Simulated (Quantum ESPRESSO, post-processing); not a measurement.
# Al: work function by face, part 2 of 2

Wanted: work functions of Al face by face, under two functionals.

Quantum ESPRESSO 7.5; plane-wave DFT, PBE, PseudoDojo norm-conserving pseudopotentials.

So far. Step 11 (Electrostatic potential of (100)): On (100) the work function under LDA lies +0.14 eV from PBE's. Step 12 (Relaxation with pw.x of (110), PBE): The relaxation lowers the energy by 7 meV an atom. On the free atoms the largest force ends at 0.001 eV/Å.

**13. Ground state of (110), PBE**

Level of this step: plane-wave DFT, PBE, PseudoDojo norm-conserving pseudopotentials (Quantum ESPRESSO 7.5).

The input, 110.pbe.in:

```
&control
  prefix = '110.pbe'
  outdir = './out'
  pseudo_dir = './pseudo'
  calculation = 'scf'
  tprnfor = .true.
/
&system
  ibrav = 0
  nat = 7
  ntyp = 1
  ecutwfc = 32
  ecutrho = 128
  occupations = 'smearing'
  smearing = 'mv'
  degauss = 0.02
/
&electrons
  conv_thr = 1e-07
  mixing_beta = 0.4
  electron_maxstep = 120
  mixing_mode = 'local-TF'
/
ATOMIC_SPECIES
  Al  26.9815  Al.dojo-sr-pbe-0.4.1-standard.upf
CELL_PARAMETERS angstrom
  4.05000000000000 0.00000000000000 0.00000000000000
  0.00000000000000 2.86378246380552 0.00000000000000
  0.00000000000000 0.00000000000000 24.59134739141656
ATOMIC_POSITIONS crystal
  Al  0.000000000000 0.000000000000 0.328491377000
  Al  0.500000000000 0.500000000000 0.380390854400
  Al  0.000000000000 0.000000000000 0.441772558900
  Al  0.500000000000 0.500000000000 0.500000000000
  Al  0.000000000000 0.000000000000 0.558227441100
  Al  0.500000000000 0.500000000000 0.619609145600
  Al  0.000000000000 0.000000000000 0.671508623000
K_POINTS automatic
  8 10 1 0 0 0
```

The run is started by

```sh
> OMP_NUM_THREADS=1 mpirun -n 4 pw.x -nk 4 -in 110.pbe.in > 110.pbe.out
```

It took 23 s on 4 MPI ranks of Intel Xeon Platinum 8488C (Sapphire Rapids), shared host; peak memory 0.39 GiB; 90 s of CPU time.

Read from the output:

- free energy: -439.9536 eV
- Fermi energy: 0.8763 eV

**14. Electrostatic potential of (110)**

The input, 110.pbe.pot.in:

```
&inputpp
  prefix = '110.pbe'
  outdir = './out'
  filplot = '110.pbe.pot.dat'
  plot_num = 11
/
```

The run is started by

```sh
> OMP_NUM_THREADS=1 mpirun -n 4 pp.x -in 110.pbe.pot.in > 110.pbe.pot.out
```

The job ended after 1.2 s (4 MPI ranks; peak memory 0.1 GiB).

Read from the output:

```
work function of the upper face                                       : 4.030 eV
slope of the potential above                                          : 1.94e-4 eV/Å
upper vacuum line continued to the top atoms, over the Fermi level    : 4.029 eV
work function of the lower face                                       : 4.030 eV
slope of the potential below                                          : -1.08e-4 eV/Å
lower vacuum line continued to the bottom atoms, over the Fermi level : 4.030 eV
```

The potential energy, planar mean oscillates, so the rows of the table below give means over windows of 1.37 Å about each position, cut where the curve ends. Its maxima inside the range that stand out by 2 % of the span (Å: eV): 8.7: -6.42, 10.1: -4.13, 11.6: -4.89, 13.0: -4.89, 14.5: -4.13, 15.8: -6.42. Its minima: 8.2: -8.61, 9.3: -8.85, 10.9: -8.57, 12.3: -8.75, 13.7: -8.57, 15.3: -8.85, 16.4: -8.61.

Electrostatic potential energy of an electron; zero at the Fermi level. Table of potential energy, planar mean by z; means over each step:

| z (Å) | potential energy, planar mean (eV) |
| --- | --- |
| 0.69 | 4.03 |
| 2.06 | 4.03 |
| 3.43 | 4.03 |
| 4.79 | 4.01 |
| 6.17 | 3.56 |
| 7.54 | -3.17 |
| 8.91 | -7.78 |
| 10.28 | -6.31 |
| 11.65 | -6.86 |
| 13.02 | -6.85 |
| 14.39 | -6.29 |
| 15.76 | -7.81 |
| 17.12 | -2.62 |
| 18.50 | 3.63 |
| 19.86 | 4.02 |
| 21.23 | 4.03 |
| 22.61 | 4.03 |
| 23.98 | 4.03 |

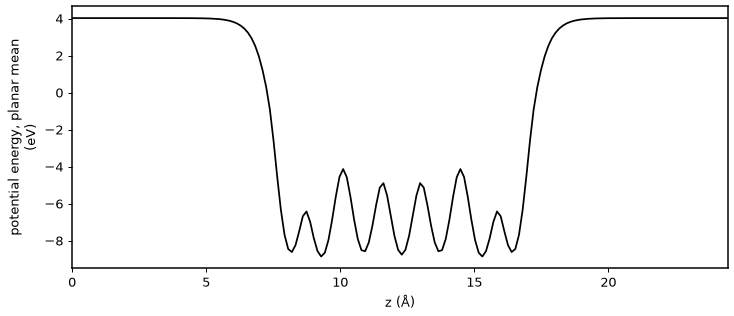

Potential energy, planar mean, plotted against z.

**15. SCF with pw.x of (110), LDA**

Level of this step: plane-wave DFT, LDA, PseudoDojo norm-conserving pseudopotentials (Quantum ESPRESSO 7.5).

110.lda.in, as its differences from the input of step 13:

```diff
@@ -1,3 +1,3 @@
 &control
-  prefix = '110.pbe'
+  prefix = '110.lda'
   outdir = './out'
@@ -24,3 +24,3 @@
 ATOMIC_SPECIES
-  Al  26.9815  Al.dojo-sr-pbe-0.4.1-standard.upf
+  Al  26.9815  Al.dojo-sr-lda-0.4.1-standard.upf
 CELL_PARAMETERS angstrom
```

The run is started by

```sh
> OMP_NUM_THREADS=1 mpirun -n 4 pw.x -nk 4 -in 110.lda.in > 110.lda.out
```

Wall time 19 s (4 MPI ranks); peak memory 0.39 GiB; 74 s of CPU time.

Read from the output:

| Item | Value |
| --- | --- |
| free energy | -448.3347 eV |
| Fermi energy | 0.6946 eV |

**16. Potential by pp.x of (110)**

The input, 110.lda.pot.in:

```
&inputpp
  prefix = '110.lda'
  outdir = './out'
  filplot = '110.lda.pot.dat'
  plot_num = 11
/
```

The run is started by

```sh
> OMP_NUM_THREADS=1 mpirun -n 4 pp.x -in 110.lda.pot.in > 110.lda.pot.out
```

Wall time 1.3 s (4 MPI ranks); peak memory 0.1 GiB; 4.2 s of CPU time.

Read from the output:

```
work function of the upper face                                       : 4.194 eV
slope of the potential above                                          : 1.80e-4 eV/Å
upper vacuum line continued to the top atoms, over the Fermi level    : 4.193 eV
work function of the lower face                                       : 4.194 eV
slope of the potential below                                          : -1.42e-4 eV/Å
lower vacuum line continued to the bottom atoms, over the Fermi level : 4.194 eV
```

On (110) the work function under LDA lies +0.16 eV from PBE's.

**17. The series side by side**

All levels:

| level | work function (eV) | CPU time (s) |
| --- | --- | --- |
| (111), PBE | 4.103 | 38.8 |
| (111), LDA | 4.266 | 36.53 |
| (100), PBE | 4.223 | 37.15 |
| (100), LDA | 4.366 | 40.46 |
| (110), PBE | 4.03 | 89.93 |
| (110), LDA | 4.194 | 73.83 |

**18. By hand**

For (111) under PBE, on the run's own zero: φ = 5.575 − (1.472) = 4.103 eV.

**19. What came out**

- work function of (111), PBE: 4.10 eV
- work function of (111), LDA: 4.27 eV
- work function of (100), PBE: 4.22 eV
- work function of (100), LDA: 4.37 eV
- work function of (110), PBE: 4.03 eV
- work function of (110), LDA: 4.19 eV

In words: Under PBE the work functions are 4.22 eV on (100), 4.10 eV on (111) and 4.03 eV on (110). In order of packing, from 7.10 to 11.60 Å² an atom, the faces are (111), (100) and (110). The work function doesn't follow that order throughout, so smoothing alone doesn't explain it; the states near the Fermi level, surface states and relaxation differ from face to face. LDA lies +0.14 to +0.16 eV from PBE on the same atoms, nearly a rigid shift. The top two spacings change by +0.8 and -0.4 % on (111), +1.5 and +3.5 % on (100) and -10.9 and +5.4 % on (110). Electron diffraction gives +1.7 ± 0.3 % on (111) and −8.4 % on (110), as quoted in arxiv:0801.1077 (2008). The slabs are thin and unreconstructed, at the tabulated lattice constant; thickness and mesh leave some 0.05 to 0.1 eV open.

Comparison with the measured values:

```
                   quantity  measured              PBE              LDA
work function of (111) (eV)      4.32  4.10 (-0.22 eV)  4.27 (-0.05 eV)
work function of (100) (eV)      4.32  4.22 (-0.10 eV)  4.37 (+0.05 eV)
work function of (110) (eV)      4.23  4.03 (-0.20 eV)  4.19 (-0.04 eV)
```

Measured values from arxiv:1702.08515 (2017).

How well it matches: The grades are ours: good and fair within 3 and 7 % for the work function of (111), 3 and 7 % for the work function of (100) and 3 and 7 % for the work function of (110). Other measurements of the same face can differ from the value quoted by 0.1 to 0.2 eV.

[Logs are printed without paths, hosts, clocks, repeated set-up lines and the standing remarks that a program may print on its own settings, such as how far it seeks lower states.]

[Hosts, paths, dates, database ids (printed as entryN), source tags and the programs' standing remarks are cut or masked in the printed files.]

[Maps of the electrostatic potential energy from Ansatz leave out the sawtooth potential of an applied field or a dipole correction, so their vacuum need not be flat; planar profiles and work functions include it.]
